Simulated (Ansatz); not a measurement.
System: C$_{2}$H$_{10}$GaN.

```xyz
14

C    -0.9267    1.0857   -1.2955
C     1.1637    0.6980    1.3723
Ga   -0.5240    0.1967    0.4408
N     0.0645   -1.7551   -0.3038
H    -1.7175    0.5696   -1.8646
H    -1.2829    2.1144   -1.1207
H    -0.0350    1.1629   -1.9402
H    -1.7507   -0.2877    1.3316
H     1.0509    1.6818    1.8572
H     1.4402   -0.0158    2.1657
H     2.0145    0.7826    0.6753
H     0.3176   -2.3792    0.4616
H    -0.6954   -2.1948   -0.8223
H     0.8680   -1.6883   -0.9282
```

Geometry: PBE0-D4/def2-SVP.

Theory: Ansatz 0.2.0, isolated molecule in a Gaussian basis; Kohn-Sham density functional theory, functional PBE0.

What can the converged electron density and electron localisation function tell about the bonding?

Answer. C–Ga (1.99 Å): the density is about 0.75 e/Å³ at the midpoint; the ELF peaks at about 0.95 in the valence shell of C, 0.7 Å from its nucleus, and is about 0.55 at the midpoint.
Ga–N (2.17 Å): the density is about 0.43 e/Å³ at the midpoint; the ELF peaks at about 0.95 in the valence shell of N, 0.7 Å from its nucleus, and is about 0.30 at the midpoint.
N–H (1.02 Å): the density is about 2.9 e/Å³ at the midpoint; the ELF climbs to about 1 towards the hydrogen, as it does in any bond to H: an ordinary covalent bond to hydrogen.
C–H (1.10 Å): ρ is about 1.9 e/Å³ halfway; the ELF climbs to about 1 towards the hydrogen (a covalent bond by its length).

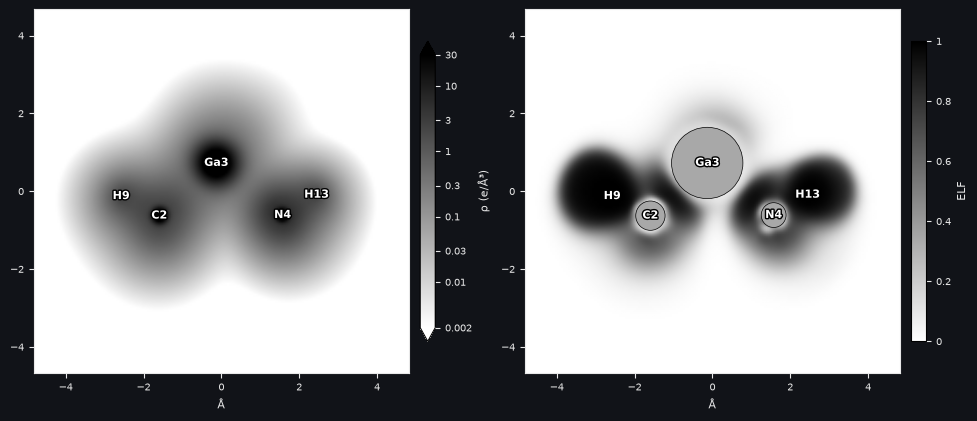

Computed electron density and electron localisation function on the plane of atoms Ga3, C2 and H9, in this order. Grey discs cover the atomic cores in the ELF map. 
